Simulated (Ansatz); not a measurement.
```sh
ansatz run in.yaml --threads 4 --pin off --events-out ev --progress --plain --max-ram 9574MiB
```

```yaml
crystal:
  periodic: [false, false, false]
  atoms:
    - {symbol: N, position_ang: [-0.447187, -0.401728, 1.030842]}
    - {symbol: C, position_ang: [0.376384, 0.214197, 1.906804]}
    - {symbol: O, position_ang: [0.314653, 0.106428, 3.106370]}
    - {symbol: H, position_ang: [-1.176115, -1.001679, 1.378832]}
    - {symbol: H, position_ang: [-0.346058, -0.272809, 0.041058]}
    - {symbol: H, position_ang: [1.133289, 0.844116, 1.400884]}
basis:
  gaussian: {orbitals: "def2-TZVPPD.json"}
hamiltonian: {xc: hse06, dispersion: d4}
```

Work out the structure from the coordinates.

Formula CH3NO. This geometry has Cs symmetry. All atoms lie on one plane. Coordination: 1 N trigonal planar; 1 C trigonal planar.

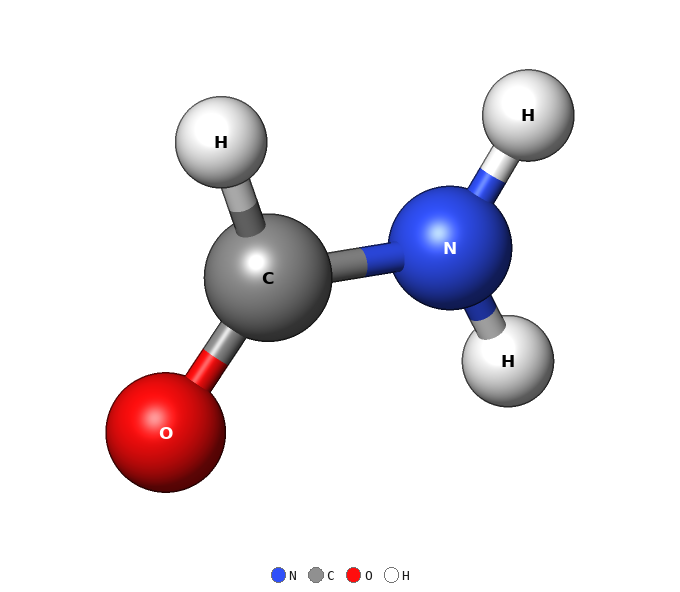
